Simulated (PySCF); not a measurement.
# NMR shielding calculation of C6H3F3

System: C6H3F3 (1,3,5-trifluorobenzene), SMILES Fc1cc(F)cc(F)c1.
Method: GIAO wB97X-D/pcSseg-2 NMR shielding, non-relativistic, IEF-PCM chloroform (PySCF 2.14.0).

The geometry comes from this level: PBE0-D3(BJ)/def2-TZVP. Figures and captions count atoms from 1; the log counts them from 0 in places.

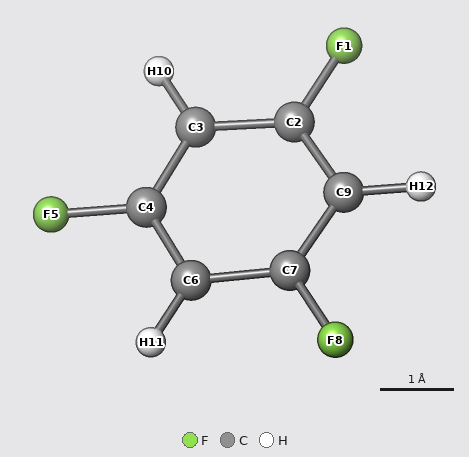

*The input geometry (ball-and-stick view, seen at a tilt; atoms are numbered from 1 in the order of the input).*

Bond lengths as drawn: C–C 1.38 Å, C–F 1.33 Å and C–H 1.08 Å.

### The input
```
{"job": {"kind": "nmr", "xc": "wB97X-D", "basis": "pcSseg-2", "pop": false, "solvent": "chloroform"}, "charge": 0, "multiplicity": 1}
F     -0.635325     2.333836    -1.174064
C     -0.318382     1.176908    -0.591852
C      0.883014     0.579892    -0.923123
C      1.179641    -0.617841    -0.301293
F      2.331142    -1.220598    -0.599130
C      0.338433    -1.219808     0.614739
C     -0.846421    -0.568143     0.899125
F     -1.681165    -1.121857     1.778963
C     -1.206787     0.630899     0.314675
H      1.559620     1.028748    -1.636692
H      0.595197    -2.157688     1.086896
H     -2.140640     1.119125     0.555642
```

The first line tells a small driver script what to run in PySCF; the rest is the geometry in Å.

Launch command:
```bash
OMP_NUM_THREADS=1 python <driver script> task.json out
```

### The program's output
```
coarse grid: 11640 points
cycle   1  E = -529.8890821585  dE =  2.059e+00  |g| = 8.219e-01  |ddm| = 3.251e+00
cycle   2  E = -529.8886016172  dE =  4.805e-04  |g| = 9.053e-01  |ddm| = 9.176e-01
cycle   3  E = -530.0036107767  dE = -1.150e-01  |g| = 8.898e-02  |ddm| = 4.834e-01
cycle   4  E = -530.0047757868  dE = -1.165e-03  |g| = 3.111e-02  |ddm| = 6.767e-02
cycle   5  E = -530.0049872981  dE = -2.115e-04  |g| = 8.471e-03  |ddm| = 3.517e-02
cycle   6  E = -530.0050027328  dE = -1.543e-05  |g| = 1.298e-03  |ddm| = 7.583e-03
cycle   7  E = -530.0050037284  dE = -9.956e-07  |g| = 5.938e-04  |ddm| = 2.399e-03
final grid: 118176 points
cycle   8  E = -530.0082155843  dE = -2.889e-04  |g| = 1.372e-02  |ddm| = 6.863e-02
cycle   9  E = -530.0082068457  dE =  8.739e-06  |g| = 1.633e-02  |ddm| = 1.693e-02
cycle  10  E = -530.0082432646  dE = -3.642e-05  |g| = 5.538e-04  |ddm| = 8.212e-03
cycle  11  E = -530.0082433529  dE = -8.830e-08  |g| = 3.546e-04  |ddm| = 1.130e-03
cycle  12  E = -530.0082433808  dE = -2.794e-08  |g| = 5.161e-05  |ddm| = 3.177e-04
cycle  13  E = -530.0082433825  dE = -1.629e-09  |g| = 1.259e-05  |ddm| = 1.707e-04
cycle  14  E = -530.0082433825  dE = -6.332e-11  |g| = 4.396e-06  |ddm| = 3.659e-05
```

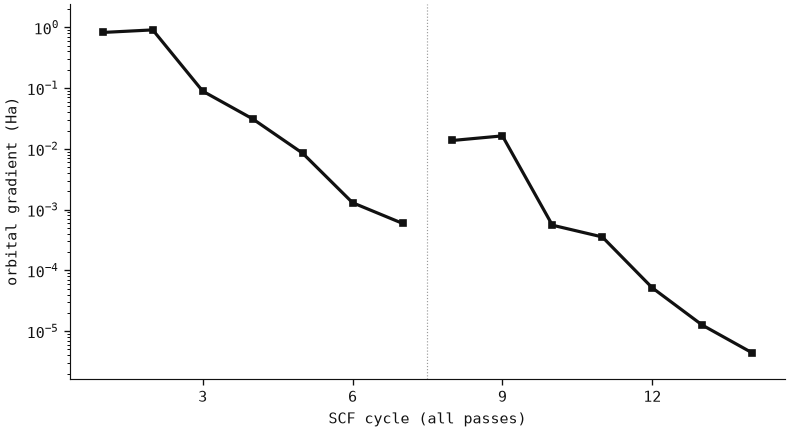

*Convergence of the self-consistent field: orbital gradient against the SCF cycle. The dotted line marks the change from a coarse to the final integration grid.*

The first 7 cycles use a coarse grid, the final grid takes over at cycle 8, and the field converges after 14 cycles in all.

```
converged SCF energy = -530.0082433825

GIAO shielding tensors (ppm)
atom      isotropic    diamagn.    paramagn.     s11        s22        s33       span
  0 F      293.989     468.422    -174.433    210.488    296.493    374.987    164.499
  1 C        7.064     251.713    -244.648    -84.058     23.357     81.894    165.952
  2 C       77.436     255.698    -178.262     12.746     59.385    160.177    147.431
  3 C        7.051     251.726    -244.675    -84.115     23.377     81.890    166.005
  4 F      294.008     468.441    -174.433    210.513    296.540    374.973    164.460
  5 C       77.446     255.702    -178.256     12.761     59.383    160.194    147.433
  6 C        7.072     251.714    -244.642    -84.076     23.376     81.915    165.991
  7 F      293.998     468.428    -174.430    210.536    296.438    375.020    164.484
  8 C       77.416     255.712    -178.296     12.673     59.404    160.170    147.497
  9 H       24.599      30.423      -5.824     21.346     25.038     27.414      6.068
 10 H       24.599      30.416      -5.817     21.347     25.038     27.412      6.065
 11 H       24.596      30.434      -5.838     21.345     25.030     27.411      6.066
```

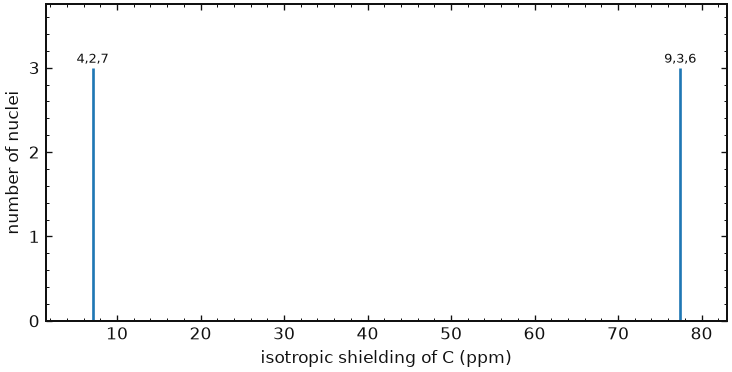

*Isotropic shieldings of the carbon nuclei in this fixed geometry, labelled by atom number; shielding grows to the right, so chemical shift grows to the left.*

The least shielded is C4 (7.1 ppm), the most shielded C6 (77.4 ppm).

### Results in brief

| quantity | value |
| --- | --- |
| outcome | converged |
| total energy | −530.008243 hartree |
| HOMO | −9.35 eV |
| LUMO | 1.29 eV |
| dipole moment | 0.00 D |
| isotropic shielding, F | 294.0 ppm |
| isotropic shielding, C | 7.1 to 77.4 ppm |
| isotropic shielding, H | 24.6 ppm |
| hardware | 1 CPU thread, shared host |
| wall time | 79 s |
| peak memory | 1.8 GiB |
